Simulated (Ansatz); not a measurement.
# A hypothetical structure for BaTi3Ni

Starting from a made-up structure for BaTi3Ni, the aim is the relaxed cell, its shortest contacts and, where a second run follows, its electronic structure.

Main program and level: Ansatz 0.2.0; DFT, PBE, plane-wave PAW, files of the set soft_1, scalar-relativistic, ferromagnetic start, cell and ions relaxed at zero pressure; PAW set soft_1.

## 1. Set-up

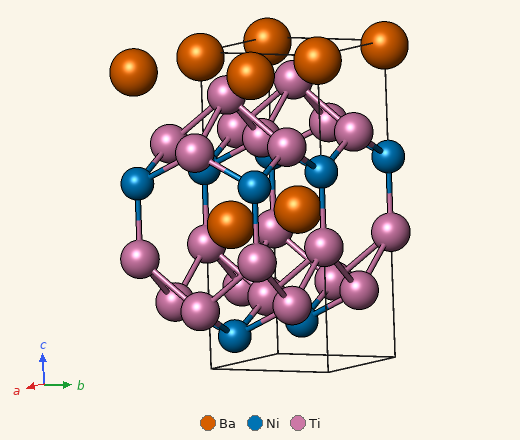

Start, viewed slightly off an axis; barium orange, nickel blue, titanium pink. 2×1×1 cells are drawn. This picture shows the conventional cell, with its axes. Some periodic images of atoms are drawn too.

Structure file:

```cif
data_structure
_symmetry_space_group_name_H-M 'I4mm'
_symmetry_Int_Tables_number 107
_cell_length_a 4.3360
_cell_length_b 4.3360
_cell_length_c 10.2480
_cell_angle_alpha 90.000
_cell_angle_beta 90.000
_cell_angle_gamma 90.000
_cell_volume 192.67
loop_
_atom_site_label
_atom_site_type_symbol
_atom_site_symmetry_multiplicity
_atom_site_Wyckoff_symbol
_atom_site_fract_x
_atom_site_fract_y
_atom_site_fract_z
_atom_site_occupancy
Ba1 Ba 2 a 0.50000 0.50000 0.48450 1
Ni1 Ni 2 a 0.50000 0.50000 0.13320 1
Ti1 Ti 2 a 0.00000 0.00000 0.39470 1
Ti2 Ti 4 b 0.50000 0.00000 0.23530 1
```

## 2. Relaxing cell and atoms

The guess takes its coordinates from another compound and its volume from a rule, so the cell and any free coordinates are relaxed together.

Contents of input.yaml:

```yaml
crystal:
  lattice:
    - [-2.168, 2.168, 5.124]
    - [2.168, -2.168, 5.124]
    - [2.168, 2.168, -5.124]
  atoms:
    - { symbol: Ba, position: [0.9845, 0.9845, 0.0] }
    - { symbol: Ni, position: [0.6332, 0.6332, 0.0], spin: 1.0 }
    - { symbol: Ti, position: [0.3947, 0.3947, 0.0], spin: 1.0 }
    - { symbol: Ti, position: [0.2353, 0.7353, 0.5], spin: 1.0 }
    - { symbol: Ti, position: [0.7353, 0.2353, 0.5], spin: 1.0 }
magnetization:
  spin_polarized: true
kpoints:
  mp_grid: { grid: [9, 9, 9] }
scf:
  occupations: { method: fermi_dirac, width: 0.05 }
hamiltonian:
  xc: pbe
  pseudopotentials: { kind: paw, azcp: { folder: soft_1 } }
relax:
  f_tol: 0.015
  max_steps: 70
  cell: {}
output:
  forces: true
  stress: true
```

Launch:

```bash
ansatz run input.yaml --threads 4 --pin off --max-ram 8192MiB --backend cpu --events-out ev --progress --plain --runs-dir out
```

Numbers of over 12 decimals in the logs are rounded to 6 here.

Log:

```text
Engine: ansatz 0.2.0, aarch64-unknown-linux-gnu
Pseudopotentials: kind: paw
Pseudopotential: Ba, paw, valence charge 10, recommended cutoff 420 eV (normal), soft_1/Ba.paw.azcp
Pseudopotential: Ni, paw, valence charge 18, recommended cutoff 420 eV (normal), soft_1/Ni.paw.azcp
Pseudopotential: Ti, paw, valence charge 12, recommended cutoff 420 eV (normal), soft_1/Ti.paw.azcp
Functional definition: PBE
  parameter kappa = 0.804
  parameter beta = 0.066725
  exchange = pbe_x(kappa = kappa, mu = beta*pi^2/3)
  correlation = pbe_c(beta = beta)
Crystal: 5 atoms, lattice volume = 96.336 Å³
Basis set: ecut = 420 eV, 1865 PW (Γ), exchange–correlation on 80×80×80 points (8 copies of the dense FFT grid, shifted against one another)
Bands: 41, of which v1, the nominal top of the filled ones, is band 32 counted from 1 (31 counted from 0)
Symmetry: 8 space group operations
Space group: I4mm (ITA 107), of the structure as read, at distance tolerance 4.6e-5 Å
Magnetic group: BNS 107.227 (UNI 887), of the structure as read, at distance tolerance 4.6e-5 Å
k-points: 75 of 729 (time reversal used)
Non-local potential: Ba, projectors of the file, l = 0: 3, l = 1: 2, l = 2: 2, l = 3: 2
Non-local potential: Ni, projectors of the file, l = 0: 3, l = 1: 2, l = 2: 3, l = 3: 1
Non-local potential: Ti, projectors of the file, l = 0: 3, l = 1: 2, l = 2: 3, l = 3: 1
PAW form: soft (Blöchl's): semilocal exchange-correlation on the pseudo side does not see the compensation charge
PAW one-centre angular grid: Ba, 194 points (default); XC on 64 Gauss nodes
PAW one-centre angular grid: Ni, 590 points (default); XC on 64 Gauss nodes
PAW one-centre angular grid: Ti, 590 points (default); XC on 64 Gauss nodes
Initial density: superposition of atomic densities (chi_scale 0.1, normalization cell, long waves kept (reshape's long-wave potential 0.00 eV rms))
Starting moments: Σ|m| = 4 μB on 4 of 5 sites
Initial wavefunctions: pseudopotential atomic-orbital guess
Functional: x = pbe(κ = 0.804, μ = 0.219515), c = pbe(β = 0.066725)
SCF iter   1: F=—  HF=-19289.268829 eV  |F-HF|=—  |Δ(HF+E_count)|=         —  Δρ=1.16e-1 (↑1.16e-1 ↓7.40e-2)  dr2=2.97e1  dr2_m=6.23e-1  M=2.771 μB ∫|m|=2.783 μB  β_m=0.30  ethr=3.10e-3  ⟨swp⟩=6.0  Hψ=23186  notcnv=0  defer=1
Mixer restart at iter 1: flushing history
preconditioner: auto → Kerker (q_TF=auto, 2.549 Å⁻¹)  [metal: Δε(μ)=0.003 eV  Ē_g=5.893 eV  σ=0.050 eV  W_gap=0.01  n_scr=32 (ndim 8)  ℏωp=20.7 eV  f_vac=0.000  D(μ)=7.20/eV (n_scr^D=76)]
spin=Collinear: Kerker preconditioning applied to the charge; magnetization (m = ρ↑ − ρ↓) channel mixes plain (no charge-response kernel on spin).
SCF iter   2: F=—  HF=-19284.320588 eV  |F-HF|=—  |Δ(HF+E_count)|=    4.95e0  Δρ=3.90e-2 (↑3.03e-2 ↓3.90e-2)  dr2=2.40e0  dr2_m=3.94e-1  M=2.631 μB ∫|m|=2.641 μB  β_m=0.28  ethr=3.10e-3  ⟨swp⟩=4.0  Hψ=16820  notcnv=0  defer=167
SCF iter   3: F=—  HF=-19284.738558 eV  |F-HF|=—  |Δ(HF+E_count)|=   4.18e-1  Δρ=2.40e-2 (↑2.40e-2 ↓2.04e-2)  dr2=1.10e0  dr2_m=3.11e-1  M=2.513 μB ∫|m|=2.529 μB  β_m=0.55  ethr=3.10e-3  ⟨swp⟩=2.5  Hψ=10433  notcnv=0  defer=132
SCF iter   4: F=—  HF=-19285.939204 eV  |F-HF|=—  |Δ(HF+E_count)|=    1.20e0  Δρ=2.93e-2 (↑7.61e-3 ↓2.93e-2)  dr2=7.88e-1  dr2_m=1.65e-1  M=1.946 μB ∫|m|=2.003 μB  β_m=0.32  ethr=1.72e-3  ⟨swp⟩=3.1  Hψ=9795  notcnv=0  defer=132
SCF iter   5: F=—  HF=-19286.240875 eV  |F-HF|=—  |Δ(HF+E_count)|=   3.02e-1  Δρ=1.07e-2 (↑7.22e-3 ↓1.07e-2)  dr2=6.78e-2  dr2_m=6.54e-2  M=1.638 μB ∫|m|=1.718 μB  β_m=0.63  ethr=1.23e-3  ⟨swp⟩=2.5  Hψ=10299  notcnv=0  defer=119
SCF iter   6: F=—  HF=-19286.326158 eV  |F-HF|=—  |Δ(HF+E_count)|=         —  Δρ=7.84e-3 (↑7.60e-3 ↓7.84e-3)  dr2=7.70e-2  dr2_m=2.30e-2  M=0.879 μB ∫|m|=1.064 μB  β_m=0.63  ethr=1.06e-4  ⟨swp⟩=3.1  Hψ=11427  notcnv=0  defer=123
Mixer restart at iter 6: flushing history
SCF iter   7: F=—  HF=-19286.365128 eV  |F-HF|=—  |Δ(HF+E_count)|=   3.90e-2  Δρ=6.30e-3 (↑6.30e-3 ↓5.39e-3)  dr2=4.59e-2  dr2_m=1.16e-2  M=0.750 μB ∫|m|=0.911 μB  β_m=0.58  ethr=1.06e-4  ⟨swp⟩=2.7  Hψ=13312  notcnv=0  defer=140
SCF iter   8: F=—  HF=-19286.351721 eV  |F-HF|=—  |Δ(HF+E_count)|=   1.34e-2  Δρ=5.89e-3 (↑5.30e-3 ↓5.89e-3)  dr2=6.04e-2  dr2_m=7.75e-3  M=0.695 μB ∫|m|=0.847 μB  β_m=0.29  ethr=7.17e-5  ⟨swp⟩=2.8  Hψ=12669  notcnv=0  defer=144
SCF iter   9: F=—  HF=-19286.354059 eV  |F-HF|=—  |Δ(HF+E_count)|=   2.34e-3  Δρ=2.42e-3 (↑2.42e-3 ↓2.37e-3)  dr2=1.20e-3  dr2_m=4.89e-3  M=0.606 μB ∫|m|=0.738 μB  β_m=0.68  ethr=7.17e-5  ⟨swp⟩=2.1  Hψ=10000  notcnv=0  defer=158
SCF iter  10: F=—  HF=-19286.358816 eV  |F-HF|=—  |Δ(HF+E_count)|=   4.76e-3  Δρ=2.11e-3 (↑2.11e-3 ↓2.11e-3)  dr2=8.54e-3  dr2_m=1.31e-3  M=0.403 μB ∫|m|=0.484 μB  β_m=0.79  ethr=1.87e-6  ⟨swp⟩=2.2  Hψ=12151  notcnv=0  defer=158
SCF iter  11: F=—  HF=-19286.359708 eV  |F-HF|=—  |Δ(HF+E_count)|=   8.92e-4  Δρ=9.50e-4 (↑9.50e-4 ↓7.35e-4)  dr2=9.50e-4  dr2_m=4.05e-4  M=0.253 μB ∫|m|=0.300 μB  β_m=0.76  ethr=1.87e-6  ⟨swp⟩=2.0  Hψ=12318  notcnv=0  defer=160
SCF iter  12: F=—  HF=-19286.360137 eV  |F-HF|=—  |Δ(HF+E_count)|=   4.29e-4  Δρ=5.70e-4 (↑5.12e-4 ↓5.70e-4)  dr2=3.40e-4  dr2_m=1.47e-4  M=0.159 μB ∫|m|=0.188 μB  β_m=0.88  ethr=1.48e-6  ⟨swp⟩=2.9  Hψ=11778  notcnv=0  defer=160
[...]
relax step   3: F+E_penalty+E_count = -19286.78422097 eV  Δ(F+E_penalty+E_count) = -6.110e-2 eV  max|allowed force component| = 2.926e-1 eV/Å  Δτ_max = 0.0266 Å  P = +0.273 GPa  Ω = 107.612 Å³  energy of the carried Pulay correction = -3.090e-3 eV  (13 SCF iters, dr2 threshold 5.00e-7 eV, accepted)
relax step   4: F+E_penalty+E_count = -19286.85117085 eV  Δ(F+E_penalty+E_count) = -6.695e-2 eV  max|allowed force component| = 1.778e-1 eV/Å  Δτ_max = 0.0765 Å  P = -0.823 GPa  Ω = 108.755 Å³  energy of the carried Pulay correction = -3.384e-3 eV  (12 SCF iters, dr2 threshold 5.00e-7 eV, accepted)
relax step   5: F+E_penalty+E_count = -19286.86097130 eV  Δ(F+E_penalty+E_count) = -9.800e-3 eV  max|allowed force component| = 9.126e-2 eV/Å  Δτ_max = 0.0349 Å  P = -0.438 GPa  Ω = 108.368 Å³  energy of the carried Pulay correction = -3.285e-3 eV  (11 SCF iters, dr2 threshold 5.00e-7 eV, accepted)
relax step   6: F+E_penalty+E_count = -19286.86421668 eV  Δ(F+E_penalty+E_count) = -3.245e-3 eV  max|allowed force component| = 3.476e-2 eV/Å  Δτ_max = 0.0274 Å  P = -0.148 GPa  Ω = 107.542 Å³  energy of the carried Pulay correction = -3.072e-3 eV  (11 SCF iters, dr2 threshold 5.00e-7 eV, accepted)
relax step   7: F+E_penalty+E_count = -19286.86452134 eV  Δ(F+E_penalty+E_count) = -3.047e-4 eV  max|allowed force component| = 8.735e-3 eV/Å  Δτ_max = 0.0077 Å  P = +0.184 GPa  Ω = 107.123 Å³  energy of the carried Pulay correction = -2.963e-3 eV  (11 SCF iters, dr2 threshold 1.48e-7 eV, accepted)
relax step   8: F+E_penalty+E_count = -19286.86466130 eV  Δ(F+E_penalty+E_count) = -1.400e-4 eV  max|allowed force component| = 3.788e-3 eV/Å  Δτ_max = 0.0022 Å  P = -0.002 GPa  Ω = 107.387 Å³  energy of the carried Pulay correction = -3.031e-3 eV  (10 SCF iters, dr2 threshold 1.63e-7 eV, accepted)
relax step   9: F+E_penalty+E_count = -19286.87900164 eV  Δ(F+E_penalty+E_count) = -1.434e-2 eV  max|allowed force component| = 5.654e-3 eV/Å  Δτ_max = 0.0000 Å  P = +0.245 GPa  Ω = 107.387 Å³  stress off target by 6.46e-1 GPa  SCF on the basis re-selected at this cell (its energy is not comparable with the rows above)  (14 SCF iters)
relax step  10: F+E_penalty+E_count = -19286.88199146 eV  Δ(F+E_penalty+E_count) = -2.990e-3 eV  max|allowed force component| = 1.154e-2 eV/Å  Δτ_max = 0.0104 Å  P = +0.088 GPa  Ω = 107.661 Å³  energy of the carried Pulay correction = -5.938e-5 eV  (9 SCF iters, dr2 threshold 5.00e-7 eV, accepted)
relax step  11: F+E_penalty+E_count = -19286.88238437 eV  Δ(F+E_penalty+E_count) = -3.929e-4 eV  max|allowed force component| = 1.074e-2 eV/Å  Δτ_max = 0.0048 Å  P = +0.006 GPa  Ω = 107.829 Å³  energy of the carried Pulay correction = -9.651e-5 eV  (10 SCF iters, dr2 threshold 1.32e-7 eV, accepted)
relax step  12: F+E_penalty+E_count = -19286.88245211 eV  Δ(F+E_penalty+E_count) = -6.773e-5 eV  max|allowed force component| = 1.073e-2 eV/Å  Δτ_max = 0.0000 Å  P = +0.004 GPa  Ω = 107.829 Å³  stress off target by 1.17e-2 GPa  SCF on the basis re-selected at this cell (its energy is not comparable with the rows above)  (9 SCF iters)
basis re-selected at this cell: Δ(F+E_penalty+E_count) = -6.773e-5 eV, ΔP = -0.002 GPa vs the last step (what re-selecting the basis moved, of the pressure what is left beyond the Pulay correction that the steps carried, after the strain that the cell walked since its last selection, with what the two solves' SCF thresholds leave and, on support functions, any second-order correction that the steps lacked; it is no m [...]
SCF converged after 9 iterations
Magnetization: -0.0000 μB (32.0000 up, 32.0000 down)
Absolute magnetization: 0.0000 μB (∫|ρ↑−ρ↓|, with the PAW one-centre terms)
Spin contamination: 0.0000 ħ² per cell (⟨S²⟩ above its minimum at these occupations)
Per-site moments (μB) at R_I (Å): [(3.476500716869505e-8, 1.347492), (2.568737061952292e-8, 1.051355), (-1.6308948013100634e-6, 1.133182), (1.2335683208697023e-7, 1.051355), (1.2335683214271987e-7, 1.051355)]
Free energy (F): -19286.882452 eV
Harris-Foulkes:  -19286.882452 eV  (|F-HF|=7.28e-12)
Internal energy: -19286.835166 eV  (E = F + TS)
E sigma→0 (E₀):  -19286.858809 eV
Entropy (-TS):   -0.047286 eV (-9.457 meV/atom)
Fermi energy:    11.512305 eV
--- Per-component energies (eV) ---
  E_band       = -950.865758
  E_kinetic    = 1346.344006
  E_local      = -7836.302623  (includes V_loc(G=0)·N_el)
  E_nonlocal   = 160.876546
  E_hartree    = 3628.570761
  E_xc         = -657.669978
  E_vxc        = -707.721961  (∫ρ·V_xc dr)
  E_paw        = -9983.097804  (= ΣΔE_a)
  E_vpaw       = -1171.203929  (= ΣTr[D̂ρ^β])
  E_aug_tail   = 0.000711  (compensation charges beyond the density's cutoff)
  E_ewald      = -5945.556786
  E_smearing   = -0.047286  (= −TS)
  E_closure    = 0.000000  (closes the sum)
  Σ components = -19286.882452   (vs F -19286.882452, Δ=0.00e0)
--- Forces (eV/Å), atoms counted from 1 ---
  atom   1  Ba    -0.00000000     0.00000000     0.00082527
  atom   2  Ni    -0.00000000     0.00000000    -0.00274508
  atom   3  Ti     0.00000000    -0.00000000    -0.01073278
  atom   4  Ti    -0.00000000     0.00000000     0.00632648
  atom   5  Ti     0.00000000     0.00000000     0.00632648
  max |Σ_I F_I| component: 3.59e-7 eV/Å
--- Stress (GPa, compression-positive) ---
        0.011747       0.000000       0.000000
        0.000000       0.011747       0.000000
        0.000000       0.000000      -0.011238
  P = ⅓ Tr σ = 0.0041 GPa (0.041 kbar)
--- Relaxed structure (10 steps of the walk, 10 accepted, 2 SCFs on fresh bases) ---
  F+E_penalty+E_count = -19286.88245211 eV   max|allowed force component| = 1.073e-2 eV/Å   (the final SCF, on the basis selected at the relaxed cell)
  cell:  # Å, volume = 107.8294 Å³
    - [-2.128754, 2.128754, 5.948752]
    - [2.128754, -2.128754, 5.948752]
    - [2.128754, 2.128754, -5.948752]
  atoms:
    - { symbol: Ba, position: [0.996200, 0.996200, 0] }
    - { symbol: Ni, position: [0.620521, 0.620521, 0] }
    - { symbol: Ti, position: [0.389624, 0.389624, 0] }
    - { symbol: Ti, position: [0.238328, 0.738328, 0.5] }
    - { symbol: Ti, position: [0.738328, 0.238328, 0.5] }
```

Elapsed: 5.3 min, on 4 threads of Arm Neoverse V2, shared host; peak memory 0.89 GiB.

Step by step:

```tsv
step	energy less that of the first step (eV)	largest force component (eV/Å)	pressure (GPa)	volume (Å³)
1	0.0000	0.5316	9.66	96.34
2	-0.3626	0.2721	1.81	105.48
3	-0.4237	0.2926	0.27	107.61
4	-0.4907	0.1778	-0.82	108.75
5	-0.5005	0.0913	-0.44	108.37
6	-0.5037	0.0348	-0.15	107.54
7	-0.5040	0.0087	0.18	107.12
8	-0.5042	0.0038	0.00	107.39
9*	-0.5185	0.0057	0.24	107.39
10	-0.5215	0.0115	0.09	107.66
11	-0.5219	0.0107	0.01	107.83
12*	-0.5220	0.0107	0.00	107.83
```

Relaxation steps marked * repeat the geometry before them on a plane-wave basis chosen anew for their cell, so energy and pressure can jump there.

Forces are held to the 8 operations that the run works with; a distortion that breaks them can't arise in this run.

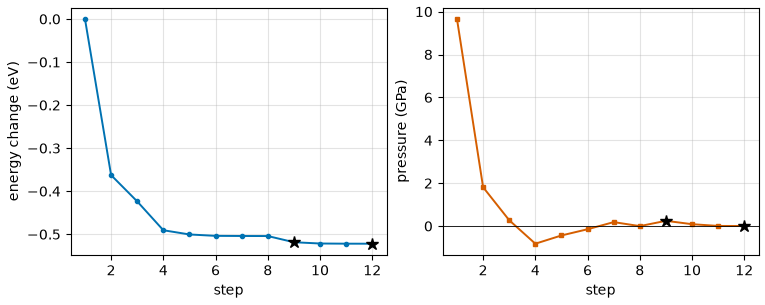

Energy and pressure along the relaxation. Stars mark steps on a basis chosen anew.

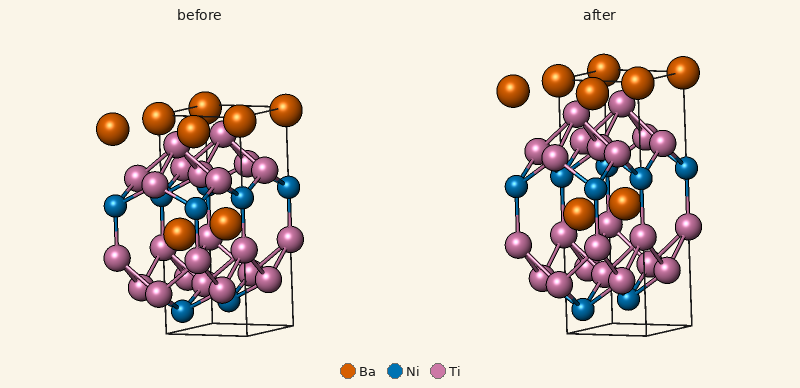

Before and after, at one scale.

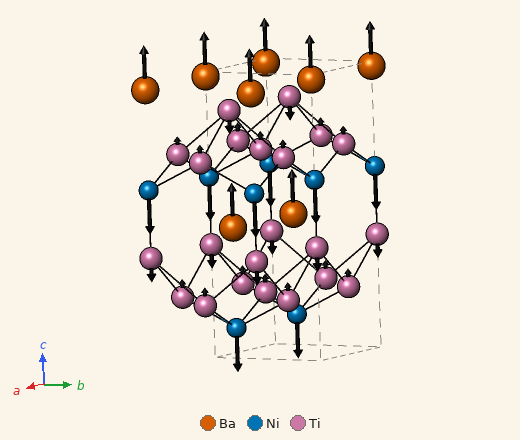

Displacements in the relaxation, exaggerated, measured against the changing cell; the longest in the cell stands for 0.15 Å. 2×1×1 conventional cells are drawn. Some periodic images of atoms are drawn too.

```tsv
cell as run	before	after	change
a (Å)	5.971	6.667	+11.7 %
b (Å)	5.971	6.667	+11.7 %
c (Å)	5.971	6.667	+11.7 %
α (°)	137.42	142.76	+3.9 %
β (°)	137.42	142.76	+3.9 %
γ (°)	61.79	53.69	-13.1 %
volume (Å³/atom)	19.27	21.57	+11.9 %
```

The atoms that moved most (Å, as changes of fractional coordinates times the final cell):

```tsv
atom	dx	dy	dz	length
Ni2	0.000	0.000	-0.151	0.151
Ba1	0.000	0.000	0.139	0.139
Ti3	0.000	0.000	-0.060	0.060
Ti4	0.000	0.000	0.036	0.036
Ti5	0.000	0.000	0.036	0.036
```

The relaxed structure:

```cif
data_structure
_symmetry_space_group_name_H-M 'P 1'
_symmetry_Int_Tables_number 1
_cell_length_a 6.6671
_cell_length_b 6.6671
_cell_length_c 6.6671
_cell_angle_alpha 142.760
_cell_angle_beta 142.760
_cell_angle_gamma 53.686
_cell_volume 107.83
loop_
_atom_site_label
_atom_site_type_symbol
_atom_site_fract_x
_atom_site_fract_y
_atom_site_fract_z
_atom_site_occupancy
Ba1 Ba 0.99620 0.99620 0.00000 1
Ni2 Ni 0.62052 0.62052 0.00000 1
Ti3 Ti 0.38962 0.38962 0.00000 1
Ti4 Ti 0.23833 0.73833 0.50000 1
Ti5 Ti 0.73833 0.23833 0.50000 1
```

Numbers from this step:

```
free energy             : -19286.8825 eV
energy at zero smearing : -19286.8588 eV
smearing term TS        : 0.04729 eV
Fermi energy            : 11.51 eV
electrons               : 64
symmetry operations     : 8
pressure                : 0.004085 GPa
```

Shortest distances by pair of elements, guess and relaxed (not always the same contact):

```tsv
pair	guess (Å)	relaxed (Å)
Ni–Ti	2.407	2.549
Ti–Ti	2.715	2.788
Ba–Ti	3.201	3.267
Ba–Ni	3.424	3.354
Ba–Ba	4.336	4.258
```

The relaxation ends with a largest force component of 0.011 eV/Å and a pressure of 0.00 GPa. The starting moments have collapsed: the run ends non-magnetic.

## 3. Outcome

```
space group, relaxed : I4mm
conventional cell    : a = 4.258, b = 4.258, c = 11.898 Å; α = 90.0°, β = 90.0°, γ = 90.0°
volume per atom      : 21.57 Å³ (guess 19.27)
total moment         : 0.00 μB in the cell of 5 atoms
```

What this shows: BaTi3Ni relaxes to I4mm with a = 4.258, b = 4.258 and c = 11.898 Å. The guessed volume was 11 % too small. The space group I4mm was held in the relaxation, so the end point is a stationary structure within it and may be a saddle against distortions or other arrangements. The moments died out from this one start and weren't seeded again at the relaxed cell. Mesh and cutoff weren't tested. A vector of the cell changed its length by 12 %, more than the volume shows. Spin-orbit coupling is left out, which can matter for elements this heavy. No dispersion term is used, so weakly bound directions may come out too long. Nothing here tests whether the compound is stable against decomposition.

[Logs are printed without paths, hosts, clocks, repeated set-up lines and the standing remarks that a program may print on its own settings, such as how far it seeks lower states.]

[Hosts, paths, dates, database ids (printed as entryN), source tags and the programs' standing remarks are cut or masked in the printed files.]
